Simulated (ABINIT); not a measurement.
# AlN (F-43m): G0W0 with ABINIT, start to end

Wanted: ground state, empty states, screening and self-energy for AlN (F-43m).

Method: LDA and many-body steps on it, plane waves, in ABINIT 10.8.3.

## Step 1: The starting structure

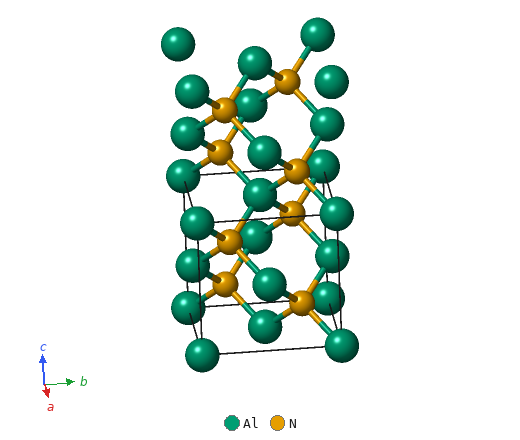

Start, viewed slightly off an axis; aluminium teal, nitrogen orange. 1×1×2 cells are drawn. This picture shows the conventional cell, with its axes. Bonds to atoms that aren't drawn are left out. Some periodic images of atoms are drawn too.

Structure file:

```cif
data_structure
_symmetry_space_group_name_H-M 'F-43m'
_symmetry_Int_Tables_number 216
_cell_length_a 4.3680
_cell_length_b 4.3680
_cell_length_c 4.3680
_cell_angle_alpha 90.000
_cell_angle_beta 90.000
_cell_angle_gamma 90.000
_cell_volume 83.34
loop_
_atom_site_label
_atom_site_type_symbol
_atom_site_symmetry_multiplicity
_atom_site_Wyckoff_symbol
_atom_site_fract_x
_atom_site_fract_y
_atom_site_fract_z
_atom_site_occupancy
Al1 Al 4 a 0.00000 0.00000 0.00000 1
N1 N 4 c 0.25000 0.25000 0.25000 1
```

The cell and positions are those that the Materials Project relaxed with its own functionals (PBE, PBE+U or r2SCAN), kept fixed. This is not the form that AlN usually takes at ambient conditions.

## Step 2: Ground state

This step: ABINIT 10.8.3; DFT, LDA, plane waves, norm-conserving pseudopotentials.

The ground-state density comes first.

Contents of run.abi:

```
acell 3*1.0 Angstrom
rprim 
  -0.000000000000 2.183993559600 2.183993559600
  2.183993559600 -0.000000000000 2.183993559600
  2.183993559600 2.183993559600 -0.000000000000
ntypat 2
znucl 13 7
natom 2
typat 1 2
xred 
  0.000000000000 0.000000000000 0.000000000000
  0.750000000000 0.750000000000 0.750000000000
pp_dirpath "pseudos"
pseudos "Al.upf, N.upf"
ecut 36
ngkpt 8 8 8
nshiftk 1
shiftk 0 0 0
kptopt 1
chksymbreak 0
nband 9
occopt 1
tolvrs 1e-10
nstep 60
prtwf 0
indata_prefix "in"
outdata_prefix "out"
tmpdata_prefix "tmp"
```

Started as:

```console
$ OMP_NUM_THREADS=1 mpirun -n 8 abinit run.abi > log
```

Numbers of over 12 decimals in the logs are rounded to 6 here.

Log:

```text
.Version 10.8.3 of ABINIT. v10.8.2 released Aug 2026.

 Symmetries : space group F-4 3 m (#216); Bravais cF (face-center cubic)
================================================================================
 Values of the parameters that define the memory need of the present run
     intxc =       0    ionmov =       0      iscf =       7    lmnmax =       6
     lnmax =       6     mgfft =      32  mpssoang =       3    mqgrid =    3001
     natom =       2  nloc_mem =       1    nspden =       1   nspinor =       1
    nsppol =       1      nsym =      24    n1xccc =    2501    ntypat =       2
    occopt =       1   xclevel =       1
-    mband =           9        mffmem =           1         mkmem =           4
       mpw =        1475          nfft =       32768          nkpt =          29
================================================================================
  Rough estimation (10% accuracy) of disk space for files :
================================================================================

--------------------------------------------------------------------------------
------------- Echo of variables that govern the present computation ------------
--------------------------------------------------------------------------------
 -outvars: echo values of preprocessed input variables --------
            acell      1.8897261259E+00  1.8897261259E+00  1.8897261259E+00 Bohr

      chksymbreak           0
             ecut      3.60000000E+01 Hartree
-          fftalg         312

              ixc       -1012
              kpt      0.00000000E+00  0.00000000E+00  0.00000000E+00
                       1.25000000E-01  0.00000000E+00  0.00000000E+00
                       2.50000000E-01  0.00000000E+00  0.00000000E+00
                       3.75000000E-01  0.00000000E+00  0.00000000E+00
                       5.00000000E-01  0.00000000E+00  0.00000000E+00
                       1.25000000E-01  1.25000000E-01  0.00000000E+00
                       2.50000000E-01  1.25000000E-01  0.00000000E+00
                       3.75000000E-01  1.25000000E-01  0.00000000E+00
                       5.00000000E-01  1.25000000E-01  0.00000000E+00
   [... 18 further rows ...]
                      -3.75000000E-01  5.00000000E-01  1.25000000E-01
                      -2.50000000E-01  5.00000000E-01  2.50000000E-01
         kptrlatt        8    0    0      0    8    0      0    0    8
          kptrlen      4.66933685E+01
P           mkmem           4
            natom           2
            nband           9
            ngfft          32      32      32
             nkpt          29
            nstep          60
             nsym          24
           ntypat           2
              occ      2.000000  2.000000  2.000000  2.000000  0.000000  0.000000
[...]
prtwf           0
            rprim     -0.0000000000E+00  2.1839935596E+00  2.1839935596E+00
[...]
spgroup         216

           tolvrs      1.00000000E-10

             xred      0.0000000000E+00  0.0000000000E+00  0.0000000000E+00
[...]
znucl       13.00000    7.00000

================================================================================

 chkinp: Checking input parameters for consistency.

================================================================================
== DATASET  1 ==================================================================
-   mpi_nproc: 8, omp_nthreads: 1 (-1 if OMP is not activated)

--- !DatasetInfo
iteration_state: {dtset: 1, }
dimensions: {natom: 2, nkpt: 29, mband: 9, nsppol: 1, nspinor: 1, nspden: 1, mpw: 1475, }
cutoff_energies: {ecut:  36.0, pawecutdg:  -1.0, }
electrons: {nelect:   8.00000000E+00, charge:   0.00000000E+00, occopt:   1.00000000E+00, tsmear:   1.00000000E-02, }

 Real(R)+Recip(G) space primitive vectors, cartesian coordinates (Bohr,Bohr^-1):
 R(1)=  0.0000000  4.1271497  4.1271497  G(1)= -0.1211490  0.1211490  0.1211490
 R(2)=  4.1271497  0.0000000  4.1271497  G(2)=  0.1211490 -0.1211490  0.1211490
 R(3)=  4.1271497  4.1271497  0.0000000  G(3)=  0.1211490  0.1211490 -0.1211490
 Unit cell volume ucvol=  1.4059849E+02 bohr^3
 Angles (23,13,12)=  6.00000000E+01  6.00000000E+01  6.00000000E+01 degrees

 getcut: wavevector=  0.0000  0.0000  0.0000  ngfft=  32  32  32
         ecut(hartree)=     36.000   => boxcut(ratio)=   2.02987

--- Pseudopotential description ------------------------------------------------
- Al Generated using ONCVPSP code by D. R. Hamann
- 13.00000   3.00000  180309                  znucl, zion, pspdat
12 -1012 2 -1 1854                            pspcod,pspxc,lmax,lloc,mmax
     nproj     2     2     2
  pspatm : epsatm=    0.57439143
         --- l  ekb(1:nproj) -->
[...]
pspatm: atomic psp has been read  and splines computed

- N Generated using ONCVPSP code by D. R. Hamann
-  7.00000   5.00000  180309                  znucl, zion, pspdat
12 -1012 1 -1 1058                            pspcod,pspxc,lmax,lloc,mmax
     nproj     2     2     0
  pspatm : epsatm=    5.30777321
         --- l  ekb(1:nproj) -->
[...]
1   -4.361519   -1.032581
 pspatm: atomic psp has been read  and splines computed

   4.70573171E+01                                ecore*ucvol(ha*bohr**3)
--------------------------------------------------------------------------------

_setup2: Arith. and geom. avg. npw (full set) are    1449.447    1449.423

================================================================================

--- !BeginCycle
iteration_state: {dtset: 1, }
solver: {iscf: 7, nstep: 60, nline: 4, wfoptalg: 0, }
tolerances: {tolvrs: 1.00E-10, }

     iter   Etot(hartree)      deltaE(h)  residm     vres2
 ETOT  1  -12.678261174283    -1.268E+01 1.150E-01 5.515E+02
 ETOT  2  -12.708084144609    -2.982E-02 9.035E-03 4.447E+02
 ETOT  3  -12.841256504168    -1.332E-01 4.509E-03 1.301E+00
 ETOT  4  -12.841570757358    -3.143E-04 2.019E-03 4.883E-02
 ETOT  5  -12.841581461968    -1.070E-05 1.677E-04 4.036E-04
 ETOT  6  -12.841581516368    -5.440E-08 2.009E-04 5.655E-05
 ETOT  7  -12.841581536977    -2.061E-08 1.700E-05 9.087E-07
 ETOT  8  -12.841581537309    -3.317E-10 2.123E-05 6.983E-09
 ETOT  9  -12.841581537311    -2.034E-12 1.772E-06 2.796E-10
 ETOT 10  -12.841581537311    -1.705E-13 2.325E-06 3.470E-13

 At SCF step   10       vres2   =  3.47E-13 < tolvrs=  1.00E-10 =>converged.

 Cartesian components of stress tensor (hartree/bohr^3)
  sigma(1 1)=  1.79578753E-04  sigma(3 2)=  0.00000000E+00
  sigma(2 2)=  1.79578753E-04  sigma(3 1)=  0.00000000E+00
  sigma(3 3)=  1.79578753E-04  sigma(2 1)=  0.00000000E+00

--- !ResultsGS
iteration_state: {dtset: 1, }
comment   : Summary of ground state results
lattice_vectors:
- [ -0.0000000,   4.1271497,   4.1271497, ]
- [  4.1271497,  -0.0000000,   4.1271497, ]
- [  4.1271497,   4.1271497,  -0.0000000, ]
lattice_lengths: [   5.83667,    5.83667,    5.83667, ]
lattice_angles: [ 60.000,  60.000,  60.000, ] # degrees, (23, 13, 12)
lattice_volume:   1.4059849E+02
convergence: {deltae: -1.705E-13, res2:  3.470E-13, residm:  2.325E-06, diffor: null, }
etotal    :  -1.28415815E+01
entropy   :   0.00000000E+00
fermie    :   2.02431740E-01
cartesian_stress_tensor: # hartree/bohr^3
- [  1.79578753E-04,   0.00000000E+00,   0.00000000E+00, ]
- [  0.00000000E+00,   1.79578753E-04,   0.00000000E+00, ]
- [  0.00000000E+00,   0.00000000E+00,   1.79578753E-04, ]
pressure_GPa:  -5.2834E+00
xred      :
- [  0.0000E+00,   0.0000E+00,   0.0000E+00, Al]
- [  7.5000E-01,   7.5000E-01,   7.5000E-01,  N]
cartesian_forces: # hartree/bohr
- [ -0.00000000E+00,  -0.00000000E+00,  -0.00000000E+00, ]
- [ -0.00000000E+00,  -0.00000000E+00,  -0.00000000E+00, ]
force_length_stats: {min:   0.00000000E+00, max:   0.00000000E+00, mean:   0.00000000E+00, }

 Integrated electronic density in atomic spheres:
 ------------------------------------------------
 Atom  Sphere_radius  Integrated_density
    1        2.00000          1.13118084
    2        2.00000          5.35398748
================================================================================

 ----iterations are completed or convergence reached----

 Mean square residual over all n,k,spin=   10.967E-09; max=  23.250E-07
 reduced coordinates (array xred) for    2 atoms
       0.000000000000      0.000000000000      0.000000000000
       0.750000000000      0.750000000000      0.750000000000
 rms dE/dt=  0.0000E+00; max dE/dt=  0.0000E+00; dE/dt below (all hartree)
    1       0.000000000000      0.000000000000      0.000000000000
    2       0.000000000000      0.000000000000      0.000000000000

 cartesian coordinates (angstrom) at end:
    1      0.000000     0.000000     0.000000
    2      3.275990     3.275990     3.275990

 cartesian forces (hartree/bohr) at end:
    1     -0.000000    -0.000000    -0.000000
    2     -0.000000    -0.000000    -0.000000
 frms,max,avg= 0.0000000E+00 0.0000000E+00   0.000E+00  0.000E+00  0.000E+00 h/b

 cartesian forces (eV/Angstrom) at end:
    1     -0.000000    -0.000000    -0.000000
    2     -0.000000    -0.000000    -0.000000
 frms,max,avg= 0.0000000E+00 0.0000000E+00   0.000E+00  0.000E+00  0.000E+00 e/A
 length scales=  1.889726125908  1.889726125908  1.889726125908 bohr
              =  1.000000000000  1.000000000000  1.000000000000 angstroms
 prteigrs : about to open file out_EIG
 Fermi (or HOMO) energy (hartree) =   0.20243   Average Vxc (hartree)=  -0.40395
 Eigenvalues (hartree) for nkpt=  29  k points:
 kpt#   1, nband=  9, wtk=  0.00195, kpt=  0.0000  0.0000  0.0000 (reduced coord)
  -0.34191    0.20243    0.20243    0.20243    0.35837    0.65658    0.65658    0.65658
   0.84940
 prteigrs : prtvol=0 or 1, do not print more k-points.

--- !EnergyTerms
iteration_state     : {dtset: 1, }
comment             : Components of total free energy in Hartree
kinetic             :  8.19706495125023E+00
hartree             :  2.78546247880494E+00
xc                  : -4.24596612750278E+00
Ewald energy        : -1.08999795989279E+01
psp_core            :  3.34692904348814E-01
local_psp           : -8.30247576615150E+00
non_local_psp       : -7.10380379132833E-01
total_energy        : -1.28415815373110E+01
total_energy_eV     : -3.49437235221028E+02
band_energy         :  1.46029088891320E-01

 Cartesian components of stress tensor (hartree/bohr^3)
  sigma(1 1)=  1.79578753E-04  sigma(3 2)=  0.00000000E+00
  sigma(2 2)=  1.79578753E-04  sigma(3 1)=  0.00000000E+00
  sigma(3 3)=  1.79578753E-04  sigma(2 1)=  0.00000000E+00

-Cartesian components of stress tensor (GPa)         [Pressure= -5.2834E+00 GPa]
- sigma(1 1)=  5.28338933E+00  sigma(3 2)=  0.00000000E+00
- sigma(2 2)=  5.28338933E+00  sigma(3 1)=  0.00000000E+00
- sigma(3 3)=  5.28338933E+00  sigma(2 1)=  0.00000000E+00

== END DATASET(S) ==============================================================
================================================================================

 -outvars: echo values of variables after computation  --------
           etotal     -1.2841581537E+01
            nband           9
             nkpt          29
          spgroup         216
 [... the other variables as echoed above ...]

 Calculation completed.
```

Wall time 2.6 s (8 MPI ranks of Arm Neoverse V2, shared host); peak memory 0.07 GiB; 20 s of CPU time.

Numbers from this step:

* total energy: -349.4372 eV
* gap: 3.259 eV
* k of the valence top: 0, 0, 0
* k of the conduction bottom: 0.5, 0.5, 0
* least direct gap: 4.243 eV
* pressure: -5.283 GPa

The gap is indirect, with the least direct gap 0.98 eV higher.

The cutoff was set for levels, not for stress, so the pressure can be off by some GPa.

(Part 1 of 3 ends here.)

[Paths, hosts, dates, memory and timing lines, banners, echoed tables and standing remarks are left out of the program output.]

[Logs are printed without paths, hosts, clocks, repeated set-up lines and the standing remarks that a program may print on its own settings, such as how far it seeks lower states.]

[Runs of the session that timed out or met a known fault of the program may be left out.]

[Hosts, paths, dates, database ids (printed as entryN), source tags and the programs' standing remarks are cut or masked in the printed files.]

[G0W0 gaps are taken among the corrected bands and points alone; a level outside them can change the order at an edge.]

[Where Ansatz stands beside ABINIT at settings called matched, ABINIT's density can come from a denser mesh and the files from another edition; pairs whose starting gaps differed by over 0.03 eV were left out, so agreement reads better than it is.]
